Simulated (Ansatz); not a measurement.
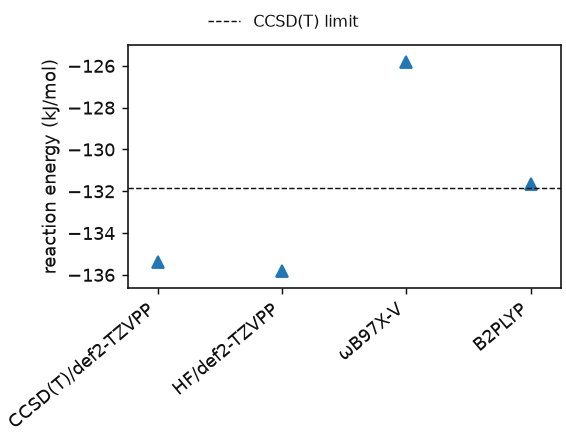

Electronic reaction energy of B₂H₄ (BB) + SiNH₄F (N[SiH2]F) → BSiNH₅F (BN[SiH2]F) + BH₃ (B) (SMILES in brackets) at several levels (functionals in def2-TZVPP unless a basis is named), isolated molecules at PBE0-D4 triple-zeta geometries, minima by their frequencies, no zero-point or thermal terms, the Ansatz code. The line is frozen-core CCSD(T) at the basis limit (MP2 extrapolated from triple and quadruple zeta, plus CCSD(T) less MP2 in a smaller set). B2PLYP holds a correlation term that converges slowly with the basis, so part of the distance to the limit is basis error. No dispersion term is added to B2PLYP. The distance of CCSD(T)/def2-TZVPP to the limit includes basis error.

### Which level comes closest to the line (CCSD(T) limit), and which misses most?

Closest B2PLYP (−131.7 kJ/mol), against −131.8 kJ/mol; farthest ωB97X-V (−125.8 kJ/mol).

### Give the values.

```
             level  kJ/mol  less CCSD(T) limit
CCSD(T)/def2-TZVPP  −135.4                −3.5
     HF/def2-TZVPP  −135.8                −4.0
           ωB97X-V  −125.8                 6.0
            B2PLYP  −131.7                 0.2
     CCSD(T) limit  −131.8                 0.0
```

Known limits of this run: one conformer of each flexible molecule.
